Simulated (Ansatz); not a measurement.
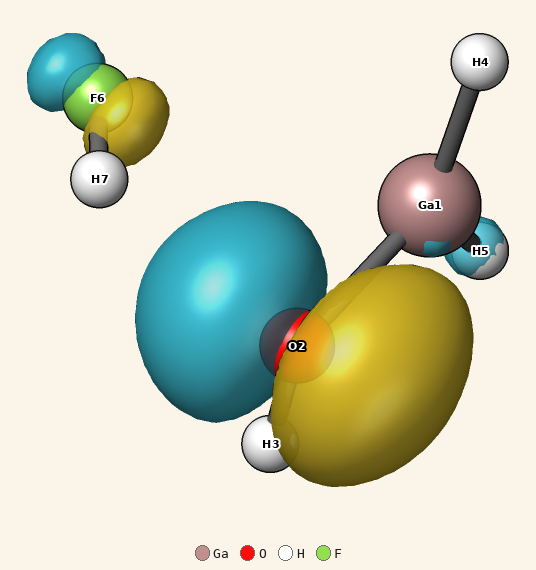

*GaH₃O···HF. The HOMO−1 at ±0.15 Å⁻³ᐟ² (yellow and cyan are the two phases), seen across its widest extent.*

Not at a stationary point (largest force 0.6 eV/Å).

The calculation used RKS B3LYP/def2-SVP (Ansatz 0.2.0).

```xyz
7

Ga   -0.0623   -0.2481   -0.0115
O    -0.0224   -0.2986    1.7892
H    -0.8803   -0.3974    2.2298
H     1.3733   -0.2475   -0.6122
H    -1.4743   -0.2851   -0.6838
F     0.0675    2.4661    0.9866
H     0.2380    1.8837    1.6921
```

Describe this orbital and give its energy.

Its weight (Hirshfeld) is mainly on O2 (about 75 %) and Ga1 (about 10 %); largely a lone pair of O2. Its energy is −8.74 eV.
